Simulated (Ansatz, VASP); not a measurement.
# Cross-check of BN between VASP and Ansatz, part 2 of 2

One calculation is typed for both programs; each brings its own data sets. How far apart do they land? The cell is taken from a series of VASP runs on this material, whose earlier steps may have relaxed, scaled or displaced it; both programs get it as it stands. Other levels of theory on this material are compared in a session of their own. Valence electrons are named where the data sets of a main pair hold unlike numbers.

VASP 6.6.1 and Ansatz 0.2.0.

So far. Step 2 (VASP: band structure, r2SCAN): The run ends at a pressure of -1.18 GPa.

**4. Comparison**

Known differences besides the potentials themselves: VASP keeps PBE cores, Ansatz makes them for the functional; the cutoff is 500 eV in Ansatz and 460 eV in VASP. Total energies have different zeros and are not compared.

Both answers:

| quantity | Ansatz | VASP | difference |
| --- | --- | --- | --- |
| pressure (GPa) | -0.61 | -1.18 | +0.56 |
| gap over the path points (eV) | 4.806 | 4.843 | -0.038 |

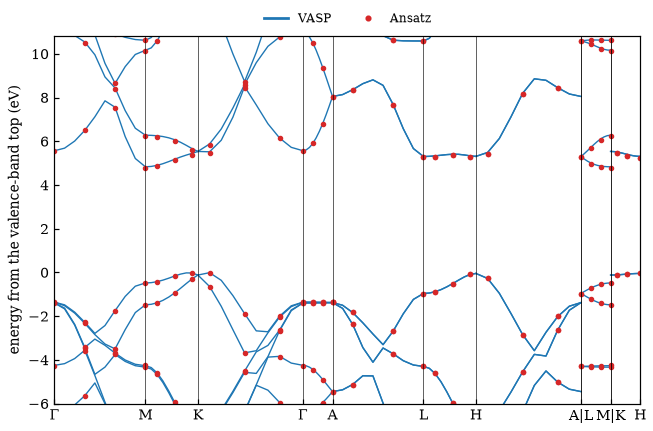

Bands from VASP (lines) and levels from Ansatz (dots). Dots without a line are higher empty bands that the VASP plot leaves out.

Levels at points of the path, from each program's valence-band top (eV; 4 filled, then empty):

| k (reciprocal lattice) | Ansatz | VASP |
| --- | --- | --- |
| 0.000 0.000 0.000 | -1.38 -1.38 -1.34 -1.34 5.58 11.00 12.34 | -1.39 -1.39 -1.35 -1.35 5.58 11.01 12.27 |
| 0.167 0.000 0.000 | -3.46 -3.42 -2.31 -2.26 6.51 10.53 11.74 | -3.46 -3.42 -2.32 -2.27 6.51 10.55 11.71 |
| 0.333 0.000 0.000 | -3.73 -3.67 -3.49 -1.75 7.53 8.40 8.66 | -3.74 -3.68 -3.49 -1.74 7.57 8.45 8.66 |
| 0.500 0.000 0.000 | -4.31 -4.25 -1.48 -0.47 4.80 6.24 10.16 | -4.32 -4.26 -1.47 -0.47 4.84 6.29 10.17 |
| 0.463 0.074 0.000 | -4.64 -4.57 -1.38 -0.41 4.87 6.22 10.58 | -4.65 -4.58 -1.38 -0.41 4.91 6.26 10.60 |
| 0.407 0.185 0.000 | -5.99 -5.91 -0.93 -0.16 5.14 6.03 12.22 | -6.00 -5.92 -0.93 -0.15 5.19 6.08 12.24 |
| 0.352 0.296 0.000 | -7.35 -7.31 -0.28 -0.01 5.40 5.61 11.33 | -7.35 -7.32 -0.28 -0.01 5.46 5.67 11.31 |
| 0.296 0.296 0.000 | -7.08 -7.04 -0.63 0.00 5.47 5.83 11.60 | -7.08 -7.05 -0.63 0.00 5.53 5.89 11.59 |
| 0.185 0.185 0.000 | -4.55 -4.49 -3.67 -1.88 8.46 8.57 8.74 | -4.56 -4.50 -3.67 -1.87 8.51 8.61 8.74 |
| 0.074 0.074 0.000 | -2.65 -2.62 -2.02 -1.98 6.16 10.76 12.26 | -2.65 -2.63 -2.03 -1.99 6.16 10.78 12.20 |

Among the levels compared at these points, filled levels agree within 12 meV and empty ones within 74 meV.

**5. VASP: band structure, LDA**

The same path points are solved in both programs, so levels can be compared one by one. The cell compared in this pair holds 34.74 Å³, against 36.17 Å³ for the pair before.

Input file INCAR:

```
SYSTEM = BN
PREC = Accurate
ENCUT = 460
EDIFF = 1E-06
NELM = 100
ISMEAR = 0
SIGMA = 0.03
LREAL = .FALSE.
ALGO = Normal
GGA = CA
NBANDS = 22
LORBIT = 11
LWAVE = .FALSE.
LCHARG = .FALSE.
KPAR = 8
LASPH = .TRUE.
```

Input file POSCAR:

```
BN
1.0
    2.4906103720      0.0000000000      0.0000000000
   -1.2453051860      2.1569318531      0.0000000000
    0.0000000000      0.0000000000      6.4658836093
N B
2 2
Direct
    0.6666666667      0.3333333333      0.2500000000
    0.3333333333      0.6666666667      0.7500000000
    0.6666666667      0.3333333333      0.7500000000
    0.3333333333      0.6666666667      0.2500000000
```

Input file KPOINTS:

```
Automatic mesh
0
Gamma
10 10 4
0 0 0
```

Input file KPOINTS_OPT:

```
Line mode
10
Line-mode
Reciprocal
  0.00000000   0.00000000   0.00000000 GAMMA
  0.50000000   0.00000000   0.00000000 M

  0.50000000   0.00000000   0.00000000 M
  0.33333333   0.33333333   0.00000000 K

  0.33333333   0.33333333   0.00000000 K
  0.00000000   0.00000000   0.00000000 GAMMA

  0.00000000   0.00000000   0.00000000 GAMMA
  0.00000000   0.00000000   0.50000000 A

  0.00000000   0.00000000   0.50000000 A
  0.50000000   0.00000000   0.50000000 L

  0.50000000   0.00000000   0.50000000 L
  0.33333333   0.33333333   0.50000000 H

  0.33333333   0.33333333   0.50000000 H
  0.00000000   0.00000000   0.50000000 A

  0.50000000   0.00000000   0.50000000 L
  0.50000000   0.00000000   0.00000000 M

  0.33333333   0.33333333   0.00000000 K
  0.33333333   0.33333333   0.50000000 H
```

The projector-augmented-wave data sets are N and B (LDA family, release 64).

Started as:

```
mpirun -np 8 vasp_std
```

Numbers of over 12 decimals in the logs are rounded to 6 here.

The log of the run:

```text
[banner, memory and clock lines left out]
running    8 mpi-ranks, on    1 nodes
[...]
[... a notice as in an earlier step ...]

 LDA part: xc-table for (Slater(with rela. corr.)+CA(PZ))
 , standard interpolation
 POSCAR, INCAR and KPOINTS ok, starting setup
[...]
entering main loop
       N       E                     dE             d eps       ncg     rms          rms(c)
DAV:   1     0.314707094841E+02    0.31471E+02   -0.69636E+03  1856   0.610E+02
DAV:   2    -0.405262529620E+02   -0.71997E+02   -0.67885E+02  2434   0.167E+02
DAV:   3    -0.426139106271E+02   -0.20877E+01   -0.20728E+01  2300   0.244E+01
DAV:   4    -0.426211399974E+02   -0.72294E-02   -0.72291E-02  2022   0.164E+00
[...]
DAV:  11    -0.385829316878E+02    0.12628E-04   -0.29699E-05  2106   0.371E-02    0.159E-02
DAV:  12    -0.385829342960E+02   -0.26082E-05   -0.25688E-06  2130   0.917E-03    0.183E-03
DAV:  13    -0.385829343106E+02   -0.14591E-07   -0.32174E-08  1104   0.123E-03
   1 F= -.38582934E+02 E0= -.38582934E+02  d E =-.831608E-18
 Start KPOINTS_OPT (optional k-point list driver)
k-point batch [1-42\90]
       N       E                     dE             ncg
DAV:   1     0.117319759815E+03   -0.15411E+05     1848
DAV:   2    -0.286180019692E+04   -0.29791E+04     2380
DAV:   3    -0.294661212088E+04   -0.84812E+02     2316
DAV:   4    -0.294681069742E+04   -0.19858E+00     2064
DAV:   5    -0.294681134912E+04   -0.65170E-03     2256
DAV:   6    -0.294681135264E+04   -0.35175E-05     2162
DAV:   7    -0.294681135267E+04   -0.31067E-07     1840
[...]
k-point batch [85-90\90]
       N       E                     dE             ncg
DAV:   1     0.238253871743E+05   -0.50363E+04      264
DAV:   2     0.234763307740E+05   -0.34906E+03      330
DAV:   3     0.234671952821E+05   -0.91355E+01      326
DAV:   4     0.234671709143E+05   -0.24368E-01      264
DAV:   5     0.234671708243E+05   -0.89987E-04      334
DAV:   6     0.234671708239E+05   -0.43079E-06      264
```

OUTCAR, selected parts (step 5):

```text
  Total       -0.1327293     -0.1327293     -0.1937455      0.0000000     -0.0000000      0.0000000
  in kB       -6.1221962     -6.1221962     -8.9365958      0.0000000     -0.0000000      0.0000000
  external PRESSURE =      -7.0603294 kB  Pullay stress =       0.0000000 kB

 POSITION                                       TOTAL-FORCE (eV/Angst)
 -----------------------------------------------------------------------------------
      1.24531      0.71898      1.61647        -0.000000      0.000000      0.000000
     -0.00000      1.43795      4.84941         0.000000     -0.000000      0.000000
      1.24531      0.71898      4.84941         0.000000      0.000000      0.000000
     -0.00000      1.43795      1.61647        -0.000000     -0.000000      0.000000
 -----------------------------------------------------------------------------------
    total drift:                               -0.000000      0.000000      0.000000

  FREE ENERGIE OF THE ION-ELECTRON SYSTEM (eV)
  ---------------------------------------------------
  free  energy   TOTEN  =       -38.5829343106 eV

  energy  without entropy=      -38.5829343106  energy(sigma->0) =      -38.58293431

[... 1 part as in an earlier step ...]

[... 2 further parts left out ...]
[key lines of the parts left out:]
E-fermi :   2.6752
```

The run ends at a pressure of -0.71 GPa.

**6. Ansatz: band structure, LDA**

The same cell, functional (in two slightly different forms), mesh and smearing now go to Ansatz, which takes its cutoff from its data sets.

The cell is taken from a series of VASP runs on this material, whose earlier steps may have relaxed, scaled or displaced it; both programs get it as it stands.

Input file input.yaml:

```yaml
crystal:
  lattice:
    - [2.490610372, 0.0, 0.0]
    - [-1.245305186, 2.1569318531, 0.0]
    - [0.0, 0.0, 6.4658836093]
  atoms:
    - { symbol: "N", position: [0.6666666667, 0.3333333333, 0.25] }
    - { symbol: "N", position: [0.3333333333, 0.6666666667, 0.75] }
    - { symbol: B, position: [0.6666666667, 0.3333333333, 0.75] }
    - { symbol: B, position: [0.3333333333, 0.6666666667, 0.25] }
hamiltonian:
  xc: lda
  pseudopotentials: { kind: paw }
kpoints:
  mp_grid: { grid: [10, 10, 4] }
  band_path:
    path:
      - [0.0, 0.0, 0.0]
      - [0.16667, 0.0, 0.0]
      - [0.33333, 0.0, 0.0]
      - [0.5, 0.0, 0.0]
      - [0.46296, 0.07407, 0.0]
      - [0.40741, 0.18519, 0.0]
      - [0.35185, 0.2963, 0.0]
      - [0.2963, 0.2963, 0.0]
      - [0.18519, 0.18519, 0.0]
      - [0.07407, 0.07407, 0.0]
      - [0.0, 0.0, 0.0]
      - [0.0, 0.0, 0.16667]
      - [0.0, 0.0, 0.33333]
      - [0.0, 0.0, 0.5]
      - [0.11111, 0.0, 0.5]
      - [0.33333, 0.0, 0.5]
      - [0.5, 0.0, 0.5]
      - [0.46296, 0.07407, 0.5]
      - [0.40741, 0.18519, 0.5]
      - [0.35185, 0.2963, 0.5]
      - [0.2963, 0.2963, 0.5]
      - [0.18519, 0.18519, 0.5]
      - [0.07407, 0.07407, 0.5]
      - [0.5, 0.0, 0.5]
      - [0.5, 0.0, 0.33333]
      - [0.5, 0.0, 0.16667]
      - [0.5, 0.0, 0.0]
      - [0.33333, 0.33333, 0.11111]
      - [0.33333, 0.33333, 0.27778]
      - [0.33333, 0.33333, 0.5]
    npoints: 1
scf:
  occupations: { method: gaussian, width: 0.03 }
  n_extra_bands: 8
output:
  forces: true
  stress: true
  eigenvalues: true
```

Started as:

```
ansatz run input.yaml --threads 2 --pin off --max-ram 4608MiB --backend cpu --events-out ev --progress --plain --runs-dir out
```

The log of the run:

```text
[...]
Crystal: 4 atoms, lattice volume = 34.735 Å³
Basis set: ecut = 420 eV, 639 PW (Γ)
Bands: 16, of which v1, the nominal top of the filled ones, is band 8 counted from 1 (7 counted from 0)
Symmetry: 24 space group operations
[...]
k-points: 42 of 400
[...]
k-point 0: bands = [... 4 lower, 3.5240, 3.5240, 3.5716, 3.5716, 9.9787, 15.2582, 16.4215, 16.4215, ... 4 higher]
  k-point 1: bands = [... 4 lower, 3.5308, 3.5308, 3.5641, 3.5641, 10.7561, 14.4117, 16.4432, 16.4432, ... 4 higher]
  k-point 2: bands = [... 4 lower, 3.5480, 3.5480, 3.5480, 3.5480, 12.5582, 12.5582, 16.4973, 16.4973, ... 4 higher]
  k-point 41: bands = [... 4 lower, -1.9390, -1.9390, 4.6387, 4.6387, 9.5315, 9.5315, 16.6551, 16.6551, ... 4 higher]
[key lines of the parts left out:]
SCF converged after 6 iterations
Free energy (F): -1052.693149 eV
Fermi energy:    6.910407 eV
P = ⅓ Tr σ = -0.4678 GPa (-4.678 kbar)
```

The job ended after 1.1 s (2 threads of Arm Neoverse V1, shared host; peak memory 0.28 GiB).

**7. Side by side**

What differs besides the data sets and the points named for the pairs above, as far as they apply: the two LDA forms differ slightly; the cutoff is 420 eV in Ansatz and 460 eV in VASP; VASP's log shows a relativistic correction to its local exchange, Ansatz's none. Total energies have different zeros and are not compared.

The two programs side by side:

| quantity | Ansatz | VASP | difference |
| --- | --- | --- | --- |
| pressure (GPa) | -0.47 | -0.71 | +0.24 |
| pressure without Ansatz's Pulay correction (GPa) | -1.25 | -0.71 | -0.54 |
| gap over the path points (eV) | 4.019 | 4.004 | +0.016 |

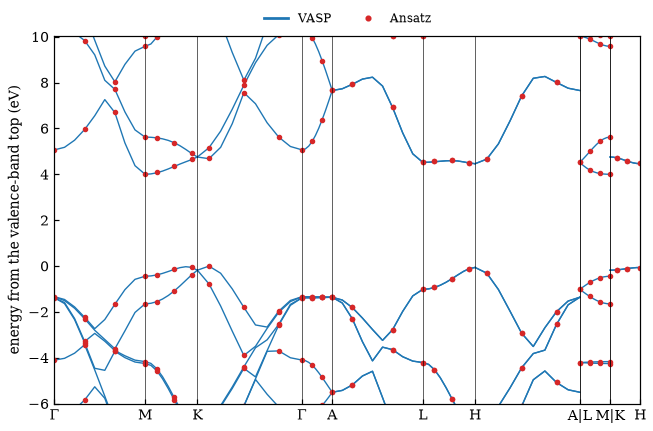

Bands from VASP (lines) and levels from Ansatz (dots). Dots without a line are higher empty bands that the VASP plot leaves out.

Levels at points of the path, from each program's valence-band top (eV; 4 filled, then empty):

| k (reciprocal lattice) | Ansatz | VASP |
| --- | --- | --- |
| 0.000 0.000 0.000 | -1.38 -1.38 -1.33 -1.33 5.08 10.36 11.52 | -1.38 -1.38 -1.34 -1.34 5.07 10.37 11.49 |
| 0.167 0.000 0.000 | -3.34 -3.28 -2.29 -2.23 5.97 9.83 11.02 | -3.34 -3.29 -2.30 -2.23 5.96 9.83 11.00 |
| 0.333 0.000 0.000 | -3.70 -3.68 -3.60 -1.66 6.70 7.71 8.04 | -3.71 -3.68 -3.60 -1.66 6.70 7.71 8.04 |
| 0.500 0.000 0.000 | -4.25 -4.16 -1.64 -0.44 4.02 5.63 9.59 | -4.25 -4.16 -1.65 -0.44 4.00 5.62 9.58 |
| 0.463 0.074 0.000 | -4.56 -4.47 -1.55 -0.39 4.08 5.60 9.98 | -4.56 -4.47 -1.55 -0.39 4.07 5.59 9.97 |
| 0.407 0.185 0.000 | -5.82 -5.72 -1.08 -0.14 4.36 5.39 11.48 | -5.82 -5.73 -1.09 -0.14 4.34 5.38 11.47 |
| 0.352 0.296 0.000 | -7.01 -6.98 -0.38 -0.05 4.65 4.92 10.40 | -7.02 -6.99 -0.39 -0.05 4.64 4.91 10.38 |
| 0.296 0.296 0.000 | -6.78 -6.76 -0.77 0.00 4.69 5.17 10.66 | -6.79 -6.77 -0.78 0.00 4.68 5.16 10.64 |
| 0.185 0.185 0.000 | -4.45 -4.39 -3.89 -1.80 7.57 7.89 8.12 | -4.46 -4.39 -3.90 -1.80 7.56 7.89 8.11 |
| 0.074 0.074 0.000 | -2.56 -2.53 -2.01 -1.96 5.64 10.08 11.43 | -2.57 -2.54 -2.01 -1.96 5.62 10.09 11.40 |

Among the levels compared at these points, filled levels agree within 9 meV and empty ones within 30 meV. Ansatz's pressure holds a Pulay correction of 0.78 GPa; VASP's holds none.

**8. Summary of results**

```json
{"largest difference of a filled level at the path points (band structure, r2SCAN)": "12 meV", "difference in pressure (band structure, r2SCAN)": "0.56 GPa", "largest difference of a filled level at the path points (band structure, LDA)": "8.7 meV"}
```

**Reading.** The difference in pressure is 0.56 GPa (band structure, r2SCAN), within the 1 GPa picked in this series as the mark of a large difference. 6 further runs of this series are not shown here. How closely two codes agree says nothing of how well the functional describes the real material.

[Lines on the potential files, build, host, timing and source positions are cut from VASP's logs without a mark.]

[Logs are printed without paths, hosts, clocks, repeated set-up lines and the standing remarks that a program may print on its own settings, such as how far it seeks lower states.]

[Hosts, paths, dates, database ids (printed as entryN), source tags and the programs' standing remarks are cut or masked in the printed files.]
